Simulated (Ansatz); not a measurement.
**La: the order of phases, with spin-orbit coupling**

Which of bcc, hcp is lowest for La, with spin-orbit coupling? Methods of the runs shown: PAW and LAPW.

Method: DFT LDA, with the methods named in each step, in Ansatz 0.2.0.

### 1 The system as given

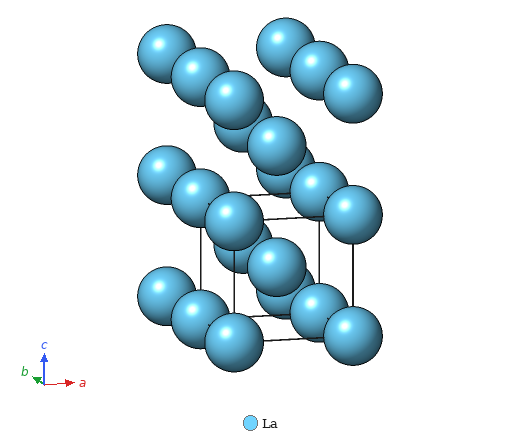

Start, viewed slightly off an axis; lanthanum blue. 1×2×2 cells are drawn. Atoms on the faces are drawn again on the opposite ones. The cell drawn here is the conventional one.

As a file:

```
La
1.0
    -2.00846    2.00846    2.00846
     2.00846   -2.00846    2.00846
     2.00846    2.00846   -2.00846
La
1
Direct
  0.00000 0.00000 0.00000
```

### 2 Bcc relaxed, PAW

File input.yaml:

```yaml
crystal:
  lattice:
    - [-2.0084641287, 2.0084641287, 2.0084641287]
    - [2.0084641287, -2.0084641287, 2.0084641287]
    - [2.0084641287, 2.0084641287, -2.0084641287]
  atoms:
    - { symbol: La, position: [0.0, 0.0, 0.0] }
kpoints:
  mp_grid: { grid: [14, 14, 14] }
scf:
  occupations: { method: fermi_dirac, width: 0.05 }
hamiltonian:
  xc: lda
  pseudopotentials: { kind: paw_fr }
output:
  forces: true
  stress: true
relax:
  f_tol: 0.005
  max_steps: 40
  cell: {}
magnetization:
  noncollinear: true
  spin_orbit: true
```

Started as:

```
$ ansatz run input.yaml --threads 2 --pin off --max-ram 5120MiB --backend cpu --events-out ev --progress --plain --runs-dir out
```

The program printed:

```text
Engine: ansatz 0.2.0
Pseudopotentials: kind: paw_fr
Pseudopotential: La, paw_fr, valence charge 11, recommended cutoff 420 eV (normal)#standard-fr
Functional definition: SPW92
  exchange = slater_x
  correlation = pw_c
non-collinear run that drives no moment, with spin-orbit: no starting moment large enough to seed its density (crystal.atoms[].spin), no starting occupations that ask for one, no magnetisation constraint and no magnetic field, so the semilocal B_xc is pinned to zero
Crystal: 1 atoms, lattice volume = 32.408 Å³
Basis set: ecut = 420 eV, 627 PW (Γ)
Bands: 20, of which v1, the nominal top of the filled ones, is band 11 counted from 1 (10 counted from 0)
Symmetry: 48 space group operations + 48 with time reversal
Magnetic group: BNS 229.141 (UNI 1643), of the structure as read, at distance tolerance 3.2e-5 Å
k-points: 104 of 2744
Projection manifold: j_resolved (fully-relativistic pseudo-atomic orbitals)
Non-local potential: La, projectors of the file, l = 0: 3, l = 1: 4, l = 2: 4, l = 3: 6
PAW form: soft (Blöchl's): semilocal exchange-correlation on the pseudo side does not see the compensation charge
PAW frozen core: La, regenerated for the run's functional, and the local potential with it (the file was generated under x = pbe(κ = 0.804, μ = 0.2195149727645171), c = pbe(β = 0.06672455060314922))
PAW one-centre angular grid: La, 590 points (default); XC on 64 Gauss nodes
Initial density: superposition of atomic densities (chi_scale 0.1, normalization cell)
Initial wavefunctions: pseudopotential atomic-orbital guess
Functional: x = slater, c = lda
SCF iter   1: F=—  HF=-6081.230135 eV  |F-HF|=—  |Δ(HF+E_count)|=         —  Δρ=2.31e-2  dr2=2.05e-1  dr2_m=0.00e0 (ungated)  ethr=3.10e-3  |M|=0.00e0 ∫|m|=0.00e0 μB  |m|>n=0.0e0 m-floor=0.0e0 τ_xc=0.0e0  β_m=0.30  ⟨swp⟩=4.5  Hψ=5685  notcnv=0
preconditioner: auto → Kerker (q_TF=auto, 2.279 Å⁻¹)  [metal: Δε(μ)=0.021 eV  Ē_g=12.948 eV  σ=0.050 eV  W_gap=0.10  n_scr=12 (ndim 8)  ℏωp=19.6 eV  f_vac=0.000  D(μ)=2.75/eV (n_scr^D=42)]
spin=Noncollinear: Kerker preconditioning applied to the charge; magnetization (m_x, m_y, m_z) channels mix plain (no charge-response kernel on spin).
SCF iter   2: F=—  HF=-6081.187165 eV  |F-HF|=—  |Δ(HF+E_count)|=   4.30e-2  Δρ=1.67e-2  dr2=1.11e-1  dr2_m=0.00e0 (ungated)  ethr=1.87e-3  |M|=0.00e0 ∫|m|=0.00e0 μB  |m|>n=0.0e0 m-floor=0.0e0 τ_xc=0.0e0  β_m=0.65  ⟨swp⟩=2.9  Hψ=1899  notcnv=0  defer=220
SCF iter   3: F=—  HF=-6081.135377 eV  |F-HF|=—  |Δ(HF+E_count)|=   5.18e-2  Δρ=1.87e-3  dr2=7.43e-4  dr2_m=0.00e0 (ungated)  ethr=1.00e-3  |M|=0.00e0 ∫|m|=0.00e0 μB  |m|>n=0.0e0 m-floor=0.0e0 τ_xc=0.0e0  β_m=0.82  ⟨swp⟩=4.3  Hψ=2481  notcnv=0  defer=220
SCF iter   4: F=—  HF=-6081.135898 eV  |F-HF|=—  |Δ(HF+E_count)|=   5.22e-4  Δρ=1.14e-3  dr2=5.82e-4  dr2_m=0.00e0 (ungated)  ethr=6.75e-6  |M|=0.00e0 ∫|m|=0.00e0 μB  |m|>n=0.0e0 m-floor=0.0e0 τ_xc=0.0e0  β_m=0.76  ⟨swp⟩=3.0  Hψ=2044  notcnv=0  defer=220
SCF iter   5: F=—  HF=-6081.135677 eV  |F-HF|=—  |Δ(HF+E_count)|=   2.21e-4  Δρ=2.61e-4  dr2=3.38e-5  dr2_m=0.00e0 (ungated)  ethr=5.29e-6  |M|=0.00e0 ∫|m|=0.00e0 μB  |m|>n=0.0e0 m-floor=0.0e0 τ_xc=0.0e0  β_m=0.88  ⟨swp⟩=3.2  Hψ=1878  notcnv=0  defer=220
SCF iter   6: F=—  HF=-6081.135665 eV  |F-HF|=—  |Δ(HF+E_count)|=   1.17e-5  Δρ=6.24e-5  dr2=1.81e-6  dr2_m=0.00e0 (ungated)  ethr=3.07e-7  |M|=0.00e0 ∫|m|=0.00e0 μB  |m|>n=0.0e0 m-floor=0.0e0 τ_xc=0.0e0  β_m=0.94  ⟨swp⟩=2.7  Hψ=1598  notcnv=0  defer=220
SCF iter   7: F=-6081.135665 eV  HF=-6081.135665 eV  |F-HF|=3.35e-9  |Δ(HF+E_count)|=   6.67e-7  Δρ=4.01e-6  dr2=6.16e-9  dr2_m=0.00e0 (ungated)  ethr=9.09e-10  |M|=0.00e0 ∫|m|=0.00e0 μB  |m|>n=0.0e0 m-floor=0.0e0 τ_xc=0.0e0  ⟨swp⟩=3.1  Hψ=4040  notcnv=0
SCF 1 converged in 7 iterations: F = -6081.135665 eV  dr2 = 6.16e-9
relax step   1: F+E_penalty+E_count = -6081.13566469 eV  Δ(F+E_penalty+E_count) = +0.000e0 eV  max|allowed force component| = 0.000e0 eV/Å  Δτ_max = 0.0000 Å  P = +0.732 GPa  Ω = 32.408 Å³  (7 SCF iters, dr2 threshold 1.00e-7 eV, accepted)
Crystal: 1 atoms, lattice volume = 32.954 Å³
Projection manifold: j_resolved (fully-relativistic pseudo-atomic orbitals)
Initial density: handed on by an earlier stage of this run
Initial wavefunctions: those handed on with the density
iter 1 solved again at ethr=2.31e-6 eV; its pass at ethr=3.10e-3 eV (dr2=2.54e-4 eV) is discarded
SCF iter   1: F=—  HF=-6081.137317 eV  |F-HF|=—  |Δ(HF+E_count)|=         —  Δρ=8.54e-4  dr2=3.02e-4  dr2_m=0.00e0 (ungated)  ethr=2.31e-6  |M|=0.00e0 ∫|m|=0.00e0 μB  |m|>n=0.0e0 m-floor=0.0e0 τ_xc=0.0e0  β_m=0.30  ⟨swp⟩=2.2  Hψ=8209  notcnv=0
preconditioner: auto → Kerker (q_TF=auto, 2.272 Å⁻¹)  [metal: Δε(μ)=0.015 eV  Ē_g=12.631 eV  σ=0.050 eV  W_gap=0.07  n_scr=12 (ndim 8)  ℏωp=19.4 eV  f_vac=0.000  D(μ)=2.96/eV (n_scr^D=42)]
spin=Noncollinear: Kerker preconditioning applied to the charge; magnetization (m_x, m_y, m_z) channels mix plain (no charge-response kernel on spin).
SCF iter   2: F=—  HF=-6081.137255 eV  |F-HF|=—  |Δ(HF+E_count)|=   6.22e-5  Δρ=5.97e-4  dr2=1.51e-4  dr2_m=0.00e0 (ungated)  ethr=2.31e-6  |M|=0.00e0 ∫|m|=0.00e0 μB  |m|>n=0.0e0 m-floor=0.0e0 τ_xc=0.0e0  β_m=0.63  ⟨swp⟩=1.0  Hψ=1043  notcnv=0
SCF iter   3: F=—  HF=-6081.137190 eV  |F-HF|=—  |Δ(HF+E_count)|=   6.54e-5  Δρ=6.20e-5  dr2=8.19e-7  dr2_m=0.00e0 (ungated)  ethr=1.37e-6  |M|=0.00e0 ∫|m|=0.00e0 μB  |m|>n=0.0e0 m-floor=0.0e0 τ_xc=0.0e0  β_m=0.82  ⟨swp⟩=2.4  Hψ=1631  notcnv=0
SCF iter   4: F=—  HF=-6081.137190 eV  |F-HF|=—  |Δ(HF+E_count)|=   5.37e-7  Δρ=1.01e-5  dr2=3.02e-8  dr2_m=0.00e0 (ungated)  ethr=9.09e-10  |M|=0.00e0 ∫|m|=0.00e0 μB  |m|>n=0.0e0 m-floor=0.0e0 τ_xc=0.0e0  β_m=0.85  ⟨swp⟩=4.8  Hψ=3363  notcnv=0
SCF iter   5: F=-6081.137190 eV  HF=-6081.137190 eV  |F-HF|=2.12e-10  |Δ(HF+E_count)|=  1.26e-10  Δρ=3.35e-6  dr2=2.87e-9  dr2_m=0.00e0 (ungated)  ethr=2.75e-10  |M|=0.00e0 ∫|m|=0.00e0 μB  |m|>n=0.0e0 m-floor=0.0e0 τ_xc=0.0e0  ⟨swp⟩=2.1  Hψ=3134  notcnv=0
SCF 2 converged in 5 iterations: F = -6081.137190 eV  dr2 = 2.87e-9
relax step   2: F+E_penalty+E_count = -6081.13719041 eV  Δ(F+E_penalty+E_count) = -1.526e-3 eV  max|allowed force component| = 0.000e0 eV/Å  Δτ_max = 0.0000 Å  P = +0.177 GPa  Ω = 32.954 Å³  energy of the carried Pulay correction = -1.637e-5 eV  (5 SCF iters, dr2 threshold 1.00e-7 eV, accepted)
Crystal: 1 atoms, lattice volume = 33.132 Å³
Projection manifold: j_resolved (fully-relativistic pseudo-atomic orbitals)
iter 1 solved again at ethr=2.30e-7 eV; its pass at ethr=3.10e-3 eV (dr2=2.54e-5 eV) is discarded
SCF iter   1: F=—  HF=-6081.137298 eV  |F-HF|=—  |Δ(HF+E_count)|=         —  Δρ=2.70e-4  dr2=3.07e-5  dr2_m=0.00e0 (ungated)  ethr=2.30e-7  |M|=0.00e0 ∫|m|=0.00e0 μB  |m|>n=0.0e0 m-floor=0.0e0 τ_xc=0.0e0  β_m=0.30  ⟨swp⟩=2.3  Hψ=7865  notcnv=0
preconditioner: auto → Kerker (q_TF=auto, 2.270 Å⁻¹)  [metal: Δε(μ)=0.018 eV  Ē_g=12.632 eV  σ=0.050 eV  W_gap=0.09  n_scr=12 (ndim 8)  ℏωp=19.4 eV  f_vac=0.000  D(μ)=2.96/eV (n_scr^D=42)]
spin=Noncollinear: Kerker preconditioning applied to the charge; magnetization (m_x, m_y, m_z) channels mix plain (no charge-response kernel on spin).
SCF iter   2: F=—  HF=-6081.137291 eV  |F-HF|=—  |Δ(HF+E_count)|=   6.29e-6  Δρ=1.89e-4  dr2=1.54e-5  dr2_m=0.00e0 (ungated)  ethr=2.30e-7  |M|=0.00e0 ∫|m|=0.00e0 μB  |m|>n=0.0e0 m-floor=0.0e0 τ_xc=0.0e0  β_m=0.64  ⟨swp⟩=1.0  Hψ=1043  notcnv=0
SCF iter   3: F=—  HF=-6081.137285 eV  |F-HF|=—  |Δ(HF+E_count)|=   6.66e-6  Δρ=1.99e-5  dr2=8.24e-8  dr2_m=0.00e0 (ungated)  ethr=1.40e-7  |M|=0.00e0 ∫|m|=0.00e0 μB  |m|>n=0.0e0 m-floor=0.0e0 τ_xc=0.0e0  β_m=0.82  ⟨swp⟩=2.4  Hψ=1587  notcnv=0
SCF iter   4: F=-6081.137285 eV  HF=-6081.137285 eV  |F-HF|=2.46e-9  |Δ(HF+E_count)|=   2.35e-8  Δρ=3.51e-6  dr2=5.35e-9  dr2_m=0.00e0 (ungated)  ethr=7.13e-10  |M|=0.00e0 ∫|m|=0.00e0 μB  |m|>n=0.0e0 m-floor=0.0e0 τ_xc=0.0e0  ⟨swp⟩=4.3  Hψ=3184  notcnv=0
SCF 3 converged in 4 iterations: F = -6081.137285 eV  dr2 = 5.35e-9
relax step   3: F+E_penalty+E_count = -6081.13728464 eV  Δ(F+E_penalty+E_count) = -9.423e-5 eV  max|allowed force component| = 0.000e0 eV/Å  Δτ_max = 0.0000 Å  P = +0.003 GPa  Ω = 33.132 Å³  energy of the carried Pulay correction = -2.165e-5 eV  (4 SCF iters, dr2 threshold 7.84e-8 eV, accepted)
Projection manifold: j_resolved (fully-relativistic pseudo-atomic orbitals)
Initial wavefunctions: pseudopotential atomic-orbital guess (no wavefunctions were taken with the density)
iter 1 solved again at ethr=6.72e-8 eV; its pass at ethr=3.10e-3 eV (dr2=7.39e-6 eV) is discarded
SCF iter   1: F=—  HF=-6081.137310 eV  |F-HF|=—  |Δ(HF+E_count)|=         —  Δρ=8.44e-6  dr2=8.08e-9  dr2_m=0.00e0 (ungated)  ethr=6.72e-8  |M|=0.00e0 ∫|m|=0.00e0 μB  |m|>n=0.0e0 m-floor=0.0e0 τ_xc=0.0e0  β_m=0.30  ⟨swp⟩=3.1  Hψ=8867  notcnv=0
preconditioner: auto → Kerker (q_TF=auto, 2.270 Å⁻¹)  [metal: Δε(μ)=0.018 eV  Ē_g=12.635 eV  σ=0.050 eV  W_gap=0.09  n_scr=12 (ndim 8)  ℏωp=19.4 eV  f_vac=0.000  D(μ)=2.96/eV (n_scr^D=42)]
spin=Noncollinear: Kerker preconditioning applied to the charge; magnetization (m_x, m_y, m_z) channels mix plain (no charge-response kernel on spin).
SCF iter   2: F=—  HF=-6081.137310 eV  |F-HF|=—  |Δ(HF+E_count)|=   7.04e-9  Δρ=6.19e-6  dr2=4.29e-9  dr2_m=0.00e0 (ungated)  ethr=7.34e-11  |M|=0.00e0 ∫|m|=0.00e0 μB  |m|>n=0.0e0 m-floor=0.0e0 τ_xc=0.0e0  β_m=0.62  ⟨swp⟩=2.1  Hψ=1609  notcnv=0
SCF iter   3: F=—  HF=-6081.137310 eV  |F-HF|=—  |Δ(HF+E_count)|=  4.86e-10  Δρ=6.30e-7  dr2=8.82e-11  dr2_m=0.00e0 (ungated)  ethr=3.90e-11  |M|=0.00e0 ∫|m|=0.00e0 μB  |m|>n=0.0e0 m-floor=0.0e0 τ_xc=0.0e0  β_m=0.72  ⟨swp⟩=2.7  Hψ=1625  notcnv=0
SCF iter   4: F=-6081.137310 eV  HF=-6081.137310 eV  |F-HF|=1.82e-12  |Δ(HF+E_count)|=  5.46e-12  Δρ=1.82e-7  dr2=7.79e-12  dr2_m=0.00e0 (ungated)  ethr=1.00e-12  |M|=0.00e0 ∫|m|=0.00e0 μB  |m|>n=0.0e0 m-floor=0.0e0 τ_xc=0.0e0  ⟨swp⟩=5.3  Hψ=3843  notcnv=0
SCF 4 converged in 4 iterations: F = -6081.137310 eV  dr2 = 7.79e-12
relax step   4: F+E_penalty+E_count = -6081.13731008 eV  Δ(F+E_penalty+E_count) = -2.544e-5 eV  max|allowed force component| = 0.000e0 eV/Å  Δτ_max = 0.0000 Å  P = +0.005 GPa  Ω = 33.132 Å³  stress off target by 4.87e-3 GPa  SCF on the basis re-selected at this cell (its energy is not comparable with the rows above)  (4 SCF iters)
basis re-selected at this cell: Δ(F+E_penalty+E_count) = -2.544e-5 eV, ΔP = +0.002 GPa vs the last step (what re-selecting the basis moved, of the pressure what is left beyond the Pulay correction that the steps carried, after the strain that the cell walked since its last selection, with what the two solves' SCF thresholds leave and, on support functions, any second-order correction that the steps lacked; it is no measure of the basis error at this ecutwfc). This SCF's stress stands 4.87e-3 GPa from its target on what of the cell is left free (relax.cell.stress_tol is 5.00e-2 GPa) and its largest allowed force component is 0.00e0 eV/Å (relax.f_tol is 5.00e-3 eV/Å): within both
SCF converged after 4 iterations
Magnetization: |M| = 0.0000 μB,  M = (+0.0000, +0.0000, +0.0000) μB
Absolute magnetization: 0.0000 μB (∫|m|)
  site 0: m = (+0.0000, +0.0000, +0.0000) μB, |m| = 0.0000 μB  (R = 1.45 Å)
Free energy (F): -6081.137310 eV
Harris-Foulkes:  -6081.137310 eV  (|F-HF|=1.82e-12)
Internal energy: -6081.113571 eV  (E = F + TS)
E sigma→0 (E₀):  -6081.125441 eV
Entropy (-TS):   -0.023739 eV (-23.739 meV/atom)
Fermi energy:    12.250845 eV
--- Per-component energies (eV) ---
  E_band       = -30.384640
  E_kinetic    = 195.336879
  E_local      = -299.365329  (includes V_loc(G=0)·N_el)
  E_nonlocal   = 98.294196
  E_hartree    = 95.157011
  E_xc         = -139.163680
  E_vxc        = -148.469736  (∫ρ·V_xc dr)
  E_paw        = -5248.225149  (= ΣΔE_a)
  E_vpaw       = -66.494649  (= ΣTr[D̂ρ^β])
  E_aug_tail   = -0.000000  (compensation charges beyond the density's cutoff)
  E_ewald      = -783.471520
  E_core_change = 0.324020  (= ΣΔE_core)
  E_smearing   = -0.023739  (= −TS)
  E_closure    = 0.000000  (closes the sum)
  Σ components = -6081.137310   (vs F -6081.137310, Δ=0.00e0)
--- Forces (eV/Å), atoms counted from 1 ---
  atom   1  La    -0.00000000    -0.00000000    -0.00000000
  max |Σ_I F_I| component: 3.16e-30 eV/Å
--- Stress (GPa, compression-positive) ---
        0.004873       0.000000       0.000000
        0.000000       0.004873       0.000000
        0.000000       0.000000       0.004873
  P = ⅓ Tr σ = 0.0049 GPa (0.049 kbar)
--- Relaxed structure (3 steps of the walk, 3 accepted, 1 SCFs on fresh bases) ---
  F+E_penalty+E_count = -6081.13731008 eV   max|allowed force component| = 0.000e0 eV/Å   (the final SCF, on the basis selected at the relaxed cell)
  cell:  # Å, volume = 33.1323 Å³
    - [-2.0233167666361096, 2.0233167666361096, 2.0233167666361096]
    - [2.0233167666361096, -2.0233167666361096, 2.0233167666361096]
    - [2.0233167666361096, 2.0233167666361096, -2.0233167666361096]
  atoms:
    - { symbol: La, position: [0.0, 0.0, 0.0] }
```

Wall time 11 s (2 threads of Intel Xeon Platinum 8488C (Sapphire Rapids), shared host); peak memory 0.58 GiB.

Relaxation path:

```csv
step,energy from step 1 (eV/cell),largest force component (eV/Å),pressure (GPa),volume (Å³)
1,0.0000,0.0000,0.73,32.41
2,-0.0015,0.0000,0.18,32.95
3,-0.0016,0.0000,0.00,33.13
4,-0.0016,0.0000,0.00,33.13
```

Step 1 is the start. Step 4 repeats the geometry before on a plane-wave basis chosen anew for that cell, so the energy can jump there without any move; the table keeps such jumps.

| input's cell | before | after | change |
| --- | --- | --- | --- |
| a (Å) | 3.479 | 3.504 | +0.7 % |
| b (Å) | 3.479 | 3.504 | +0.7 % |
| c (Å) | 3.479 | 3.504 | +0.7 % |
| volume (Å³/atom) | 32.41 | 33.13 | +2.2 % |

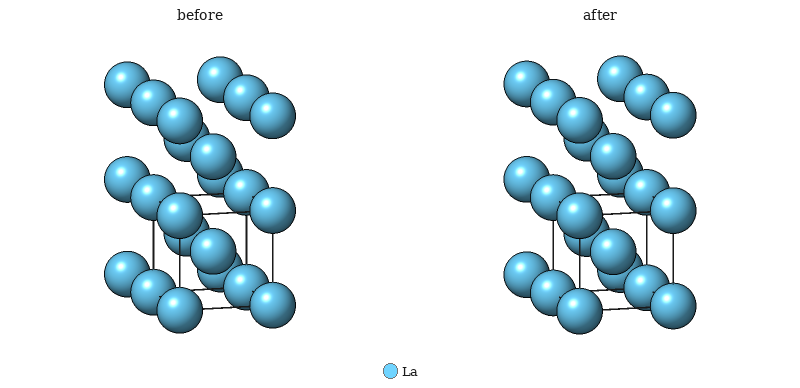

Before and after, at one scale.

### 3 Bcc relaxed, LAPW

File input.yaml:

```yaml
crystal:
  lattice:
    - [-2.0233167666, 2.0233167666, 2.0233167666]
    - [2.0233167666, -2.0233167666, 2.0233167666]
    - [2.0233167666, 2.0233167666, -2.0233167666]
  atoms:
    - { symbol: La, position: [0.0, 0.0, 0.0] }
kpoints:
  mp_grid: { grid: [14, 14, 14] }
scf:
  occupations: { method: fermi_dirac, width: 0.05 }
hamiltonian:
  xc: lda
  pseudopotentials: { kind: all_electron, lapw: { basis_error: 0.0005 } }
output:
  forces: true
  stress: true
  eigenvalues: true
  populations: true
relax:
  f_tol: 0.005
  max_steps: 25
  cell: {}
magnetization:
  noncollinear: true
  spin_orbit: true
```

Started as:

```
$ ansatz run input.yaml --threads 2 --pin off --max-ram 5120MiB --backend cpu --events-out ev --progress --plain --runs-dir out
```

The program printed, shortened:

```text
[...]
La: projections on atomic orbitals take those of the free atom 1s2 2s2 2p6 3s2 3p6 3d10 4s2 4p6 4d10 4f0 5s2 5p6 5d1 6s2, of charge +0.00 (hamiltonian.pseudopotentials.projection_atoms)
LAPW: plane waves up to 6.374 Å⁻¹, error target 5.0e-4 eV per atom; Dirac's equation on spinors; La in spheres of 1.700 Å, 29 of its electrons in bands
[...]
Pseudopotentials: kind: all_electron
Pseudopotential: La, LAPW, valence charge 29, Dirac's equation, gaussian nucleus
Functional definition: SPW92
[...]
non-collinear run that drives no moment, with spin-orbit: no starting moment large enough to seed its density (crystal.atoms[].spin), no starting occupations that ask for one, no magnetisation constraint and no magnetic field, so the semilocal B_xc is pinned to zero
Crystal: 1 atoms, lattice volume = 33.132 Å³
Basis set: ecut = 154.81134424758787 eV, 141 PW (Γ), exchange–correlation at level 2
[...]
Fermi energy:    15.627772 eV
[...]
--- Forces (eV/Å), atoms counted from 1 ---
  atom   1  La     0.00000000     0.00000000    -0.00000000
[...]
--- Stress (GPa, compression-positive) ---
        0.045448       0.000000      -0.000000
        0.000000       0.045448      -0.000000
       -0.000000      -0.000000       0.045448
  P = ⅓ Tr σ = 0.0454 GPa (0.454 kbar)
--- Band table (eV; the first three rows and the last of 104) ---
[...]
--- Relaxed structure (1 steps of the walk, 1 accepted, 1 SCFs on fresh bases) ---
  F+E_penalty+E_count = -231049.37891953 eV   max|allowed force component| = 0.000e0 eV/Å   (the final SCF, on the basis selected at the relaxed cell)
  cell:  # Å, volume = 33.1323 Å³
    - [-2.0233167666, 2.0233167666, 2.0233167666]
    - [2.0233167666, -2.0233167666, 2.0233167666]
    - [2.0233167666, 2.0233167666, -2.0233167666]
  atoms:
    - { symbol: La, position: [0.0, 0.0, 0.0] }
--- Löwdin populations: 1 site ---
  site symbol       q [e]
     0     La     56.9675
  spilling = 0.000571 (of n_electrons = 57.000000)
```

It took 42 s on 2 threads of Intel Xeon Platinum 8488C (Sapphire Rapids), shared host; peak memory 0.59 GiB.

The steps of the relaxation:

```csv
step,energy from step 1 (eV/cell),largest force component (eV/Å),pressure (GPa),volume (Å³)
1,0.0000,0.0000,0.05,33.13
2,0.0000,0.0000,0.05,33.13
```

Step 1 is the start. Step 2 repeats the geometry before on a plane-wave basis chosen anew for that cell, so the energy can jump there without any move; the table keeps such jumps.

| input's cell | before | after | change |
| --- | --- | --- | --- |
| a (Å) | 3.504 | 3.504 | -0.0 % |
| b (Å) | 3.504 | 3.504 | -0.0 % |
| c (Å) | 3.504 | 3.504 | -0.0 % |
| volume (Å³/atom) | 33.13 | 33.13 | -0.0 % |

Result: pressure 0.05 GPa; no gap.

### 4 Hcp relaxed, PAW

File input.yaml:

```yaml
crystal:
  lattice:
    - [3.5882183255, 0.0, 0.0]
    - [-1.7941091628, 3.1074882242, 0.0]
    - [0.0, 0.0, 5.8129136873]
  atoms:
    - { symbol: La, position: [0.3333333333, 0.6666666667, 0.25] }
    - { symbol: La, position: [0.6666666667, 0.3333333333, 0.75] }
kpoints:
  mp_grid: { grid: [13, 13, 7] }
scf:
  occupations: { method: fermi_dirac, width: 0.05 }
hamiltonian:
  xc: lda
  pseudopotentials: { kind: paw_fr }
output:
  forces: true
  stress: true
  write_density: true
  write_potential: true
  elf: true
  volumetric_format: npy
relax:
  f_tol: 0.005
  max_steps: 40
  cell: {}
magnetization:
  noncollinear: true
  spin_orbit: true
```

Started as:

```
$ ansatz run input.yaml --threads 2 --pin off --max-ram 5120MiB --backend cpu --events-out ev --progress --plain --runs-dir out
```

The program printed, shortened:

```text
[...]
Pseudopotentials: kind: paw_fr
Pseudopotential: La, paw_fr, valence charge 11, recommended cutoff 420 eV (normal)#standard-fr
Functional definition: SPW92
[...]
non-collinear run that drives no moment, with spin-orbit: no starting moment large enough to seed its density (crystal.atoms[].spin), no starting occupations that ask for one, no magnetisation constraint and no magnetic field, so the semilocal B_xc is pinned to zero
Crystal: 2 atoms, lattice volume = 64.816 Å³
Basis set: ecut = 420 eV, 1237 PW (Γ)
Bands: 30, of which v1, the nominal top of the filled ones, is band 22 counted from 1 (21 counted from 0)
Symmetry: 24 space group operations + 24 with time reversal
Magnetic group: BNS 194.264 (UNI 1494), of the structure as read, at distance tolerance 4.0e-5 Å
k-points: 84 of 1183
Projection manifold: j_resolved (fully-relativistic pseudo-atomic orbitals)
[...]
relax step   2: F+E_penalty+E_count = -12162.48182340 eV  Δ(F+E_penalty+E_count) = -1.423e-3 eV  max|allowed force component| = 2.082e-17 eV/Å  Δτ_max = 0.0000 Å  P = +0.072 GPa  Ω = 65.327 Å³  energy of the carried Pulay correction = -1.465e-5 eV  (4 SCF iters, dr2 threshold 2.00e-7 eV, accepted)
[...]
relax step   3: F+E_penalty+E_count = -12162.48235944 eV  Δ(F+E_penalty+E_count) = -5.360e-4 eV  max|allowed force component| = 4.337e-18 eV/Å  Δτ_max = 0.0000 Å  P = -0.045 GPa  Ω = 65.528 Å³  energy of the carried Pulay correction = -2.032e-5 eV  (4 SCF iters, dr2 threshold 2.00e-7 eV, accepted)
[...]
Projection manifold: j_resolved (fully-relativistic pseudo-atomic orbitals)
[...]
SCF iter   1: F=—  HF=-12162.482396 eV  |F-HF|=—  |Δ(HF+E_count)|=         —  Δρ=1.26e-4  dr2=1.54e-5  dr2_m=0.00e0 (ungated)  ethr=4.30e-8  |M|=0.00e0 ∫|m|=0.00e0 μB  |m|>n=0.0e0 m-floor=0.0e0 τ_xc=0.0e0  β_m=0.30  ⟨swp⟩=3.6  Hψ=8947  notcnv=0
[...]
```

[end of part 1 of 2]
